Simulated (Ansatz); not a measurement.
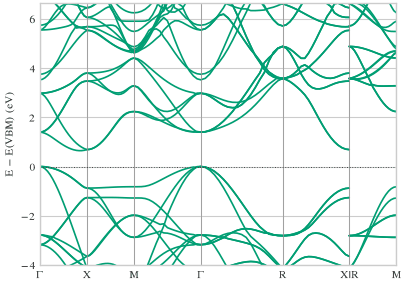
Figure. Band structure from r²SCAN (plane waves, PAW; program Ansatz)

Problem. Read off the gap and where the band edges lie.

Solution. About 0.6 eV (0.64 eV by a search for the band edges); maximum at Γ, minimum on the Γ–X line, 86 % of the way from Γ.

Problem. Which of these materials gives this?
(A) ZnO, Pm-3n (Zn on 6c, O on 6d)
(B) SrTiO3, cubic perovskite
(C) KTaO3, cubic perovskite
(D) BP, Pm-3n (B on 6d, P on 6c)

Solution. D, BP, Pm-3n (B on 6d, P on 6c)

The start of the workflow was typed in or built on a structure type; neither database checked (COD, Materials Project) lists it. It is not the phase usual at ambient conditions (space group No. 216). Symmetry was held in the r²SCAN relaxation; whether a distortion lowers the energy is not shown.

Potentials: the earlier of the program's two PAW sets.
